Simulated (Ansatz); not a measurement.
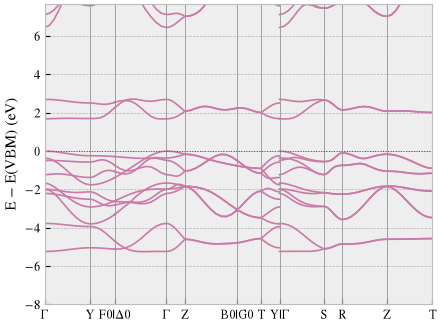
Figure: Band structure from plane-wave PAW r²SCAN (Ansatz code)

### Question
Read off the gap and where the band edges lie.

### Answer
About 1.7 eV (1.68 eV by a search for the band edges); maximum at Γ, minimum on the Δ0–Γ line, 88 % of the way from Δ0.

### Question
Pick the material that matches.
A. Rb2P2Pd, Cmcm (Rb on 4c, Rb on 4c, P on 8g, Pd on 4a)
B. Ba4P2O, Cmce (Ba on 8f, Ba on 8e, P on 8f, O on 4a)
C. Cl, molecular I2 type
D. Br, molecular I2 type

### Answer
D, Br, molecular I2 type

The cell was relaxed with r²SCAN under the symmetry of its start. The substance is a gas or liquid at ambient conditions; this is its low-temperature solid. A crystal of weakly bound units computed without a dispersion correction: the cell and the soft elastic constants depend strongly on that. Scalar-relativistic: spin–orbit coupling is off unless named, which matters more the heavier the elements.

Potentials: the later of the program's two PAW sets.
